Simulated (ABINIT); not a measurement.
# Quasiparticle gap of LiHS (Ama2) in ABINIT

Aim: the G0W0 gap of LiHS (Ama2) on PBEsol, step by step.

Program: ABINIT 10.8.3. Level of theory: PBEsol and many-body steps on it, plane waves. Results are calculated unless marked as measured.

## 1. Set-up

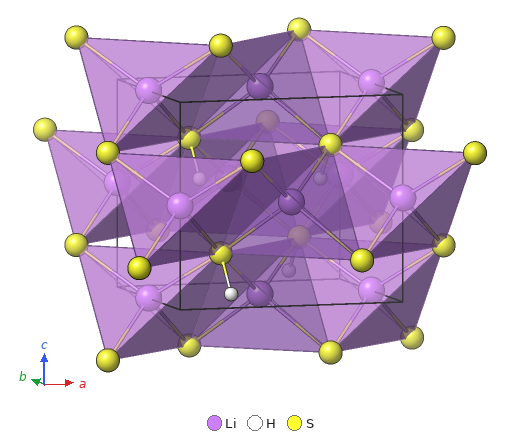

The starting structure, seen slightly off an axis (lithium purple, hydrogen white, sulfur yellow). This picture shows the conventional cell, with its axes. Some periodic images of atoms are drawn too.

The cell and positions come from the Crystallography Open Database and are kept as given unless a step says otherwise.

## 2. Ground state

This step: ABINIT 10.8.3; DFT, PBEsol, plane waves, norm-conserving pseudopotentials.

The ground-state density comes first.

Contents of run.abi:

```
acell 3*1.0 Angstrom
rprim 
  6.156870000000 0.000000000000 0.000000000000
  0.000000000000 2.809205000000 2.757390000000
  0.000000000000 -2.809205000000 2.757390000000
ntypat 3
znucl 3 1 16
natom 6
typat 1 1 2 2 3 3
xred 
  0.500000000000 0.501660000000 0.501660000000
  0.000000000000 0.501660000000 0.501660000000
  0.250000000000 0.133090000000 0.983490000000
  0.750000000000 0.983490000000 0.133090000000
  0.750000000000 0.998760000000 0.475340000000
  0.250000000000 0.475340000000 0.998760000000
pp_dirpath "pseudos"
pseudos "Li.upf, H.upf, S.upf"
ecut 33
ngkpt 4 6 6
nshiftk 1
shiftk 0 0 0
kptopt 1
chksymbreak 0
nband 17
occopt 1
tolvrs 1e-10
nstep 60
prtwf 0
optforces 0
optstress 0
indata_prefix "in"
outdata_prefix "out"
tmpdata_prefix "tmp"
```

Started as:

```sh
OMP_NUM_THREADS=1 mpirun -n 8 abinit run.abi > log
```

Numbers of over 12 decimals in the logs are rounded to 6 here.

What it wrote:

```text
.Version 10.8.3 of ABINIT. v10.8.2 released Aug 2026.

 Symmetries : space group Am a 2 (# 40); Bravais oC (1-face-center ortho.)
================================================================================
 Values of the parameters that define the memory need of the present run
     intxc =       0    ionmov =       0      iscf =       7    lmnmax =       6
     lnmax =       6     mgfft =      64  mpssoang =       3    mqgrid =    3009
     natom =       6  nloc_mem =       1    nspden =       1   nspinor =       1
    nsppol =       1      nsym =       4    n1xccc =    2501    ntypat =       3
    occopt =       1   xclevel =       2
-    mband =          17        mffmem =           1         mkmem =           5
       mpw =        5866          nfft =      102400          nkpt =          39
================================================================================
  Rough estimation (10% accuracy) of disk space for files :
================================================================================

--------------------------------------------------------------------------------
------------- Echo of variables that govern the present computation ------------
--------------------------------------------------------------------------------
 -outvars: echo values of preprocessed input variables --------
            acell      1.8897261259E+00  1.8897261259E+00  1.8897261259E+00 Bohr

      chksymbreak           0
             ecut      3.30000000E+01 Hartree
-          fftalg         312

              ixc     -116133
              kpt      0.00000000E+00  0.00000000E+00  0.00000000E+00
                       2.50000000E-01  0.00000000E+00  0.00000000E+00
                       5.00000000E-01  0.00000000E+00  0.00000000E+00
                       0.00000000E+00  1.66666667E-01  0.00000000E+00
                       2.50000000E-01  1.66666667E-01  0.00000000E+00
                       5.00000000E-01  1.66666667E-01  0.00000000E+00
                       0.00000000E+00  3.33333333E-01  0.00000000E+00
                       2.50000000E-01  3.33333333E-01  0.00000000E+00
                       5.00000000E-01  3.33333333E-01  0.00000000E+00
   [... 28 further rows ...]
                       2.50000000E-01  5.00000000E-01  5.00000000E-01
                       5.00000000E-01  5.00000000E-01  5.00000000E-01
         kptrlatt        4    0    0      0    6    0      0    0    6
          kptrlen      4.46317133E+01
P           mkmem           5
            natom           6
            nband          17
            ngfft          64      40      40
             nkpt          39
            nstep          60
             nsym           4
           ntypat           3
              occ      2.000000  2.000000  2.000000  2.000000  2.000000  2.000000
                       2.000000  2.000000  2.000000  2.000000  0.000000  0.000000
                       0.000000  0.000000  0.000000  0.000000  0.000000
        optforces           0
        optstress           0
            prtwf           0
            rprim      6.1568700000E+00  0.0000000000E+00  0.0000000000E+00
[...]
spgroup          40

           tolvrs      1.00000000E-10

             xred      5.0000000000E-01  5.0166000000E-01  5.0166000000E-01
[...]
znucl        3.00000    1.00000   16.00000

================================================================================

 chkinp: Checking input parameters for consistency.

================================================================================
== DATASET  1 ==================================================================
-   mpi_nproc: 8, omp_nthreads: 1 (-1 if OMP is not activated)

--- !DatasetInfo
iteration_state: {dtset: 1, }
dimensions: {natom: 6, nkpt: 39, mband: 17, nsppol: 1, nspinor: 1, nspden: 1, mpw: 5866, }
cutoff_energies: {ecut:  33.0, pawecutdg:  -1.0, }
electrons: {nelect:   2.00000000E+01, charge:   0.00000000E+00, occopt:   1.00000000E+00, tsmear:   1.00000000E-02, }

 Real(R)+Recip(G) space primitive vectors, cartesian coordinates (Bohr,Bohr^-1):
 R(1)= 11.6347981  0.0000000  0.0000000  G(1)=  0.0859491  0.0000000  0.0000000
 R(2)=  0.0000000  5.3086281  5.2107119  G(2)=  0.0000000  0.0941863  0.0959562
 R(3)=  0.0000000 -5.3086281  5.2107119  G(3)=  0.0000000 -0.0941863  0.0959562
 Unit cell volume ucvol=  6.4367732E+02 bohr^3
 Angles (23,13,12)=  9.10666108E+01  9.00000000E+01  9.00000000E+01 degrees

 getcut: wavevector=  0.0000  0.0000  0.0000  ngfft=  64  40  40
         ecut(hartree)=     33.000   => boxcut(ratio)=   2.07980

--- Pseudopotential description ------------------------------------------------
- Li Generated using ONCVPSP code by D. R. Hamann
-  3.00000   3.00000  180301                  znucl, zion, pspdat
12 -116133 1 -1 1944                          pspcod,pspxc,lmax,lloc,mmax
     nproj     2     2     0
  pspatm : epsatm=    2.60875052
         --- l  ekb(1:nproj) -->
[...]
pspatm: atomic psp has been read  and splines computed

- H Generated using ONCVPSP code by D. R. Hamann
-  1.00000   1.00000  180301                  znucl, zion, pspdat
12 -116133 1 -1 1180                          pspcod,pspxc,lmax,lloc,mmax
     nproj     2     1     0
  pspatm : epsatm=    0.35585368
         --- l  ekb(1:nproj) -->
[...]
1   -0.494138
 pspatm: atomic psp has been read  and splines computed

- S Generated using ONCVPSP code by D. R. Hamann
- 16.00000   6.00000  180301                  znucl, zion, pspdat
12 -116133 2 -1 1146                          pspcod,pspxc,lmax,lloc,mmax
     nproj     2     2     2
  pspatm : epsatm=    8.71840686
         --- l  ekb(1:nproj) -->
[...]
pspatm: atomic psp has been read  and splines computed

   4.67320442E+02                                ecore*ucvol(ha*bohr**3)
--------------------------------------------------------------------------------

_setup2: Arith. and geom. avg. npw (full set) are    5828.438    5828.426

================================================================================

--- !BeginCycle
iteration_state: {dtset: 1, }
solver: {iscf: 7, nstep: 60, nline: 4, wfoptalg: 0, }
tolerances: {tolvrs: 1.00E-10, }

     iter   Etot(hartree)      deltaE(h)  residm     vres2
 ETOT  1  -37.610628765635    -3.761E+01 5.035E-02 1.112E+02
 ETOT  2  -37.659837793491    -4.921E-02 3.467E-03 9.237E+00
 ETOT  3  -37.661608725954    -1.771E-03 8.412E-04 7.339E-01
 ETOT  4  -37.661658145485    -4.942E-05 8.112E-04 7.831E-02
 ETOT  5  -37.661662348232    -4.203E-06 4.859E-04 4.339E-03
 ETOT  6  -37.661662737711    -3.895E-07 5.033E-04 1.228E-04
 ETOT  7  -37.661662746368    -8.657E-09 2.192E-04 5.575E-06
 ETOT  8  -37.661662746758    -3.894E-10 1.457E-04 1.789E-07
 ETOT  9  -37.661662746766    -7.987E-12 7.996E-05 1.070E-08
 ETOT 10  -37.661662746766    -1.421E-14 3.495E-05 5.958E-10
 ETOT 11  -37.661662746766    -3.766E-13 2.869E-05 2.569E-11

 At SCF step   11       vres2   =  2.57E-11 < tolvrs=  1.00E-10 =>converged.

--- !ResultsGS
iteration_state: {dtset: 1, }
comment   : Summary of ground state results
lattice_vectors:
- [ 11.6347981,   0.0000000,   0.0000000, ]
- [  0.0000000,   5.3086281,   5.2107119, ]
- [  0.0000000,  -5.3086281,   5.2107119, ]
lattice_lengths: [  11.63480,    7.43862,    7.43862, ]
lattice_angles: [ 91.067,  90.000,  90.000, ] # degrees, (23, 13, 12)
lattice_volume:   6.4367732E+02
convergence: {deltae: -3.766E-13, res2:  2.569E-11, residm:  2.869E-05, diffor:  0.000E+00, }
etotal    :  -3.76616627E+01
entropy   :   0.00000000E+00
fermie    :  -4.48585749E-03
cartesian_stress_tensor: null
pressure_GPa: null
xred      :
- [  5.0000E-01,   5.0166E-01,   5.0166E-01, Li]
- [  0.0000E+00,   5.0166E-01,   5.0166E-01, Li]
- [  2.5000E-01,   1.3309E-01,   9.8349E-01,  H]
- [  7.5000E-01,   9.8349E-01,   1.3309E-01,  H]
- [  7.5000E-01,   9.9876E-01,   4.7534E-01,  S]
- [  2.5000E-01,   4.7534E-01,   9.9876E-01,  S]
cartesian_forces: null
force_length_stats: {min: null, max: null, mean: null, }

 Integrated electronic density in atomic spheres:
 ------------------------------------------------
 Atom  Sphere_radius  Integrated_density
[...]
================================================================================

 ----iterations are completed or convergence reached----

 Mean square residual over all n,k,spin=   14.102E-08; max=  28.689E-06
 reduced coordinates (array xred) for    6 atoms
[...]
0.000000000000      0.501660000000      0.501660000000
       0.250000000000      0.133090000000      0.983490000000
       0.750000000000      0.983490000000      0.133090000000
       0.750000000000      0.998760000000      0.475340000000
       0.250000000000      0.475340000000      0.998760000000
 rms dE/dt=  0.0000E+00; max dE/dt=  0.0000E+00; dE/dt below (all hartree)
    1       0.000000000000      0.000000000000      0.000000000000
    2       0.000000000000      0.000000000000      0.000000000000
    3       0.000000000000      0.000000000000      0.000000000000
    4       0.000000000000      0.000000000000      0.000000000000
    5       0.000000000000      0.000000000000      0.000000000000
    6       0.000000000000      0.000000000000      0.000000000000

 cartesian coordinates (angstrom) at end:
    1      3.078435     0.000000     2.766545
    2      0.000000     0.000000     2.766545
    3      1.539217    -2.388948     3.078847
    4      4.617653     2.388948     3.078847
    5      4.617653     1.470394     4.064669
    6      1.539217    -1.470394     4.064669
 length scales=  1.889726125908  1.889726125908  1.889726125908 bohr
              =  1.000000000000  1.000000000000  1.000000000000 angstroms
 prteigrs : about to open file out_EIG
 Fermi (or HOMO) energy (hartree) =  -0.00449   Average Vxc (hartree)=  -0.29109
 Eigenvalues (hartree) for nkpt=  39  k points:
 kpt#   1, nband= 17, wtk=  0.00694, kpt=  0.0000  0.0000  0.0000 (reduced coord)
  -1.60604   -1.60579   -0.45319   -0.43816   -0.12144   -0.11974   -0.08252   -0.02795
  -0.02600   -0.00449    0.11789    0.13122    0.18215    0.18331    0.28261    0.28443
   0.35071
 prteigrs : prtvol=0 or 1, do not print more k-points.

--- !EnergyTerms
iteration_state     : {dtset: 1, }
comment             : Components of total free energy in Hartree
kinetic             :  1.91716801812080E+01
hartree             :  7.73635523012616E+00
xc                  : -1.02698079831895E+01
Ewald energy        : -2.24137112900182E+01
psp_core            :  7.26016629708046E-01
local_psp           : -2.64915880727475E+01
non_local_psp       : -6.12060744185314E+00
total_energy        : -3.76616627467662E+01
total_energy_eV     : -1.02482605166813E+03
band_energy         : -9.17501539230451E+00

== END DATASET(S) ==============================================================
================================================================================

 -outvars: echo values of variables after computation  --------
           etotal     -3.7661662747E+01
            nband          17
             nkpt          39
          spgroup          40
 [... the other variables as echoed above ...]

 Calculation completed.
```

Wall time 22 s (8 MPI ranks of Arm Neoverse V1, shared host); peak memory 0.68 GiB.

Numbers from this step:

```
total energy               : -1024.8261 eV
gap                        : 3.330 eV
k of the valence top       : 0, 0, 0
k of the conduction bottom : 0, 0, 0
least direct gap           : 3.330 eV
```

The gap is direct, at Γ.

[end of part 1 of 3]

[Paths, hosts, dates, memory and timing lines, banners, echoed tables and standing remarks are left out of the program output.]

[Logs are printed without paths, hosts, clocks, repeated set-up lines and the standing remarks that a program may print on its own settings, such as how far it seeks lower states.]

[Runs of the session that timed out or met a known fault of the program may be left out.]

[Hosts, paths, dates, database ids (printed as entryN), source tags and the programs' standing remarks are cut or masked in the printed files.]

[G0W0 gaps are taken among the corrected bands and points alone; a level outside them can change the order at an edge.]

[Where Ansatz stands beside ABINIT at settings called matched, ABINIT's density can come from a denser mesh and the files from another edition; pairs whose starting gaps differed by over 0.03 eV were left out, so agreement reads better than it is.]
